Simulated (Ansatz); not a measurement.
Electronic density of states of amorphous Al₁₂As₁₂S₃₆, density 2.77 g/cm³, on a 2×2×2 Γ-centred mesh with a Gaussian width of 0.1 eV; energies count from the Fermi level, whose place inside the gap is arbitrary. Cell and mesh are small, so fine structure isn't converged. Method: PBE-D3(BJ), scalar-relativistic without spin-orbit coupling (plane waves to 420 eV, PAW; Ansatz, an electronic-structure program). Sampling: a 2×2×2 Γ-centred mesh; Fermi-Dirac width 0.05 eV; no spin polarisation. At PBE the levels at the filled edge of the gap are localised (band-tail or defect states).

The cell was made by melting and quenching with the CHGNet potential and then relaxed with DFT. The hot cell started wider than the set density and was brought back towards it in steps. It is the lowest in DFT energy of 3 quenches. It is a model cell: composition and starting density were chosen by hand, and all elements were melted together. The geometry includes D3(BJ) dispersion. Its density started from a set value of 2.46 and ended at 2.77 g/cm³. The quench (nominally 120 K/ps over its main leg) was far faster than any real one, so the model tends to hold more defects than a real film. A cell of this size samples the disorder only roughly. Volume and shape were free in the relaxation.

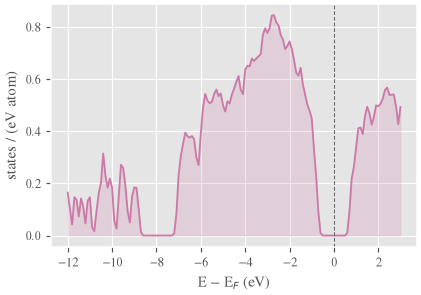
Figure: Density of states per atom

The level gap on this mesh is 1.52 eV; the broadening fills part of it in the curve.
